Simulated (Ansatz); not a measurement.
## Electronic structure of CH2ClNOSi (SMILES O=C=N[SiH2]Cl) in real space

Input

```
crystal:
  periodic: [false, false, false]
  atoms:
    - {symbol: O, position_ang: [0.214688, -0.874143, -2.858179]}
    - {symbol: C, position_ang: [-0.022786, -0.631853, -1.747643]}
    - {symbol: N, position_ang: [-0.309384, -0.408624, -0.607363]}
    - {symbol: Si, position_ang: [-0.123930, 0.241148, 0.951689]}
    - {symbol: Cl, position_ang: [1.598743, 1.338694, 1.065283]}
    - {symbol: H, position_ang: [-1.263748, 1.134981, 1.230811]}
    - {symbol: H, position_ang: [-0.032383, -0.868204, 1.919703]}
basis:
  gaussian: {orbitals: def2-TZVPP}
hamiltonian: {xc: pbe0, dispersion: d4}
output: {orbitals: {seedname: orbitals}}
```

Run with:

```sh
ansatz run in.yaml --threads 2 --pin off --events-out ev --progress --plain --max-ram 32768MiB --backend cpu
```

Geometry: PBE0-D4/def2-TZVP.

Method: RKS PBE0-D4/def2-TZVPP (Ansatz 0.2.0).

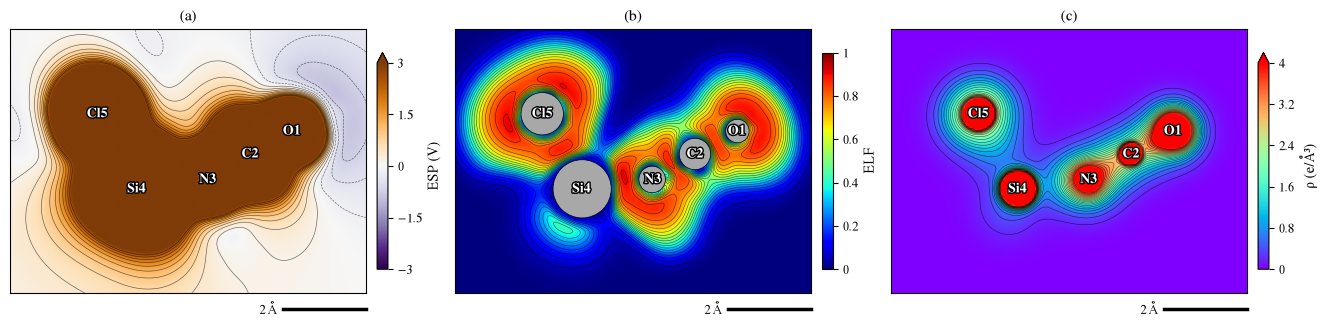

Figure 1. (a) molecular electrostatic potential; (b) electron localisation function; (c) electron density on the plane of atoms N3, Si4 and Cl5. Grey discs cover the atomic cores in the ELF map.

> Interpret the plot.

- Atoms in the plane: O, C, N, Si and Cl.
- C–O (1.16 Å): the density is about 3.7 e/Å³ at the midpoint; the ELF peaks at about 0.85 between the atoms: a short, multiple covalent bond.
- C–N (1.20 Å): ρ is about 3.2 e/Å³ halfway; the ELF peaks at about 0.85 between the atoms; a short, multiple covalent bond.
- Si–N (1.70 Å): ρ at the midpoint is about 1.1 e/Å³; the ELF peaks at about 0.90 between the atoms: a shared but strongly polarised pair.
- Si–Cl (2.05 Å): ρ at the midpoint is about 0.93 e/Å³; the ELF peaks at about 0.90 between the atoms; a shared but strongly polarised pair.
- The ELF also peaks beside N3, O1 and Cl5, away from the bonds: lone-pair regions.
- Outside the dense part of the molecule the potential is most negative (−0.9 V) near O1.

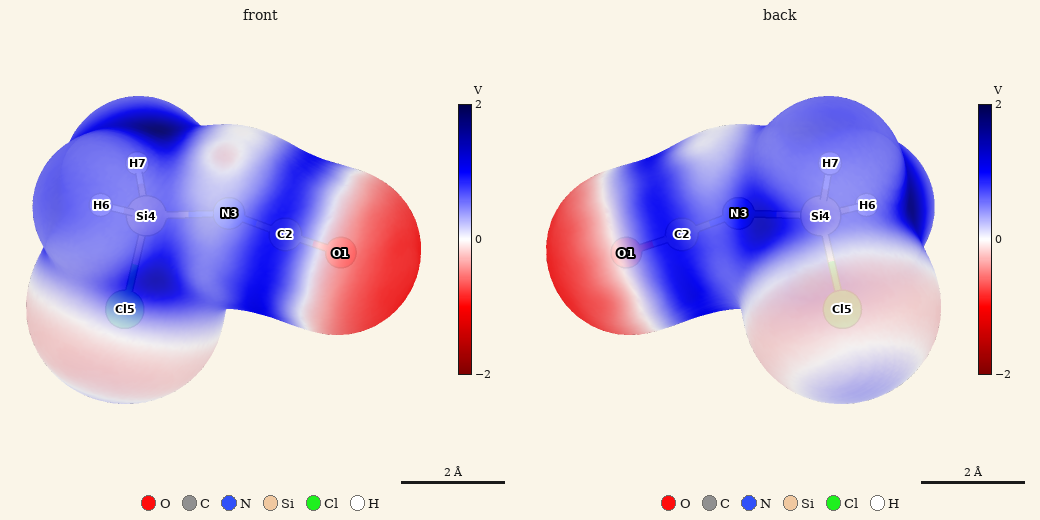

Figure 2. The electrostatic potential painted on the density surface at 0.002 e/bohr³, seen from the front and from behind; red is negative and blue positive.

> Where is the surface potential most negative and most positive?

The most negative region (about −0.9 V, or −21 kcal/mol for a unit charge) lies over O1, the most positive (about +1.7 V, or +39 kcal/mol for a unit charge) over Si4. Cl5 shows a σ-hole: about +0.3 V at the tip opposite its bond, against about −0.1 V on its flanks.

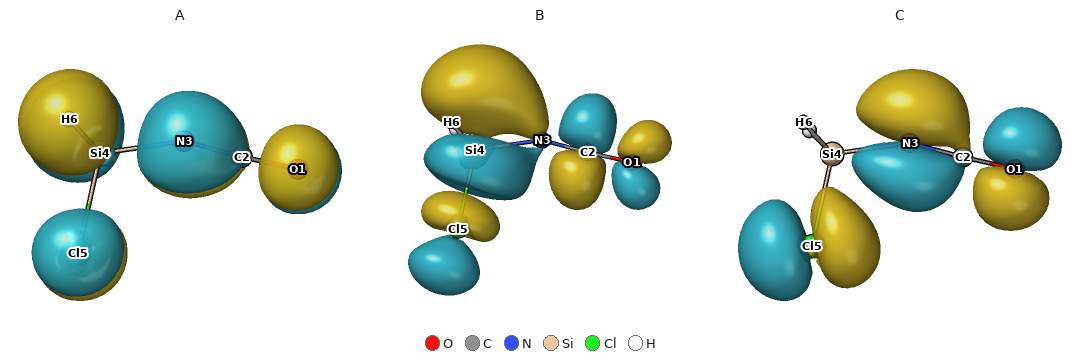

Figure 3. Three frontier orbitals at ±0.08 Å⁻³ᐟ² (yellow and cyan are the two phases), in no order.

> Order the three orbitals by energy and name them.

C is the HOMO−1 (−9.19 eV). By Hirshfeld shares it lies mainly on N3 (about 35 %), Cl5 (about 25 %), O1 (about 25 %) and C2 (about 10 %); largely a combination of lone pairs on N3, Cl5 and O1. A is the HOMO (−8.89 eV). By Hirshfeld shares it lies mainly on N3 (about 25 %), O1 (about 20 %), Si4 (about 15 %), Cl5 (about 15 %), H7 (about 10 %) and H6 (about 10 %). B is the LUMO (−0.33 eV). By Hirshfeld shares it lies mainly on Si4 (about 35 %), C2 (about 20 %), Cl5 (about 15 %), O1 (about 10 %) and N3 (about 10 %).

> What is the HOMO–LUMO gap?

8.56 eV between the orbital energies.
